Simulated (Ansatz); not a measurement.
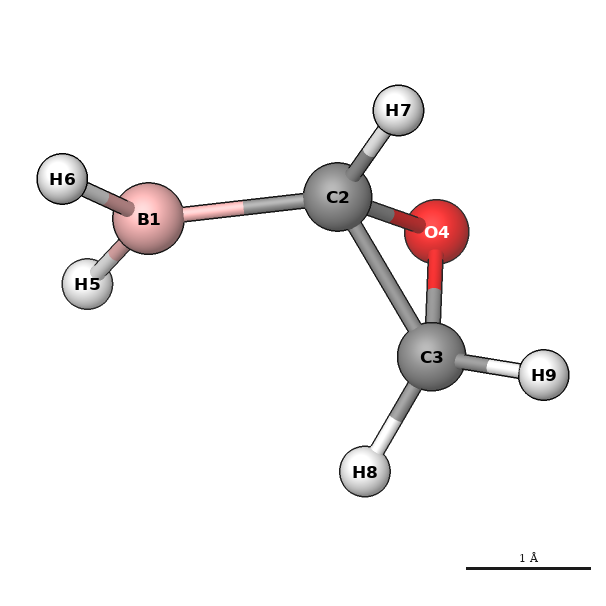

The atoms are numbered. Computed geometry: PBE-D4/def2-SVP optimisation. No frequency run is at hand to confirm it as a minimum.

Q: How are the neighbours of atom 1 arranged?

A: B1 has 3 neighbours (C2 at 1.54, H5 at 1.22, H6 at 1.22 Å); the arrangement is trigonal planar.

Q: What is the dihedral angle B1–C2–O4–C3?

A: 100° in size, that is about perpendicular.
